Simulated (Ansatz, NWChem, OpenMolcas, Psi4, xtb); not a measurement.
## How methods differ on CH6Si (methylsilane)

The species is CH6Si (8 atoms), meant as a singlet with charge 0. SMILES: `C[SiH3]`. The coordinates come from a PBE0-D4/def2-TZVP relaxation.

```tsv
atom	x (Å)	y (Å)	z (Å)
C	-0.1815	0.2397	-0.9403
Si	0.1624	-0.2145	0.8415
H	-1.2405	0.1125	-1.1756
H	0.3955	-0.3914	-1.6198
H	0.0866	1.2807	-1.1339
H	-0.6250	0.6462	1.7654
H	1.6056	-0.0400	1.1599
H	-0.2031	-1.6332	1.1028
```

Each level gives the energy change with the C1–Si2 bond stretched from 1.871 to 3.367 Å (eV). The values are calculated.

| level | kind | program | value (eV) | less CCSD(T)/def2-TZVP | CPU time (all runs) |
| --- | --- | --- | --- | --- | --- |
| GFN-FF | force field | xtb | 3.14 | -0.56 | under 2 s |
| HF/def2-TZVP (unrestricted) | Hartree–Fock | OpenMolcas | 3.13 | -0.57 | 25 s |
| revPBE/def2-TZVP (restricted) | GGA | Ansatz | 3.55 | -0.15 | 11 s |
| r2SCAN/def2-TZVP (restricted) | meta-GGA | OpenMolcas | 3.94 | +0.24 | 1.8 min |
| r2SCAN0/def2-TZVP (restricted) | hybrid meta-GGA | Ansatz | 4.26 | +0.56 | 21 s |
| wB97M-V/def2-TZVP (restricted) | range-separated hybrid | Psi4 | 4.32 | +0.62 | 8.3 min |
| wB97X/def2-TZVP (restricted) | range-separated hybrid | Psi4 | 4.42 | +0.72 | 2.2 min |
| PBE-QIDH/def2-TZVP (restricted) | double hybrid | Ansatz | 4.35 | +0.65 | 16 s |
| MP2/def2-TZVP (restricted) | perturbation theory | NWChem | 4.20 | +0.50 | 2.3 min |
| CCSD(T)/def2-TZVP (restricted) | coupled cluster or CI | NWChem | 3.70 | 0.00 | 9.9 min |

Differences are taken from CCSD(T)/def2-TZVP (restricted) for orientation; it has basis-set and higher-order errors of its own. At this stretch a single reference begins to fail. The first shape isn't each level's own minimum. The values span 3.13 to 4.42 eV. Spin contamination of the reference (⟨S²⟩ at least 0.1 too high) touches HF/def2-TZVP (up to 0.89 too high). Times are those of the runs behind each value, whatever else they computed, on shared processors of several kinds: orders of magnitude only.

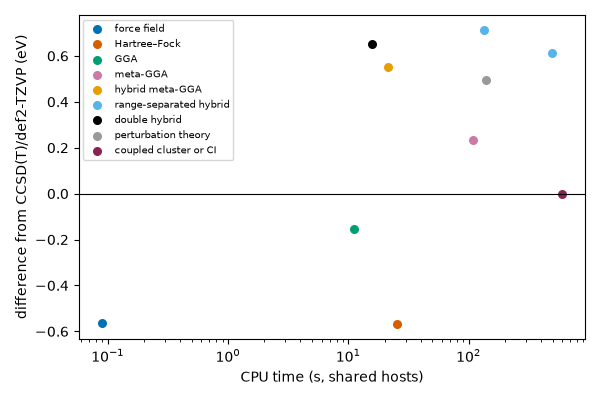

Difference from CCSD(T)/def2-TZVP against processor time, one point a level.
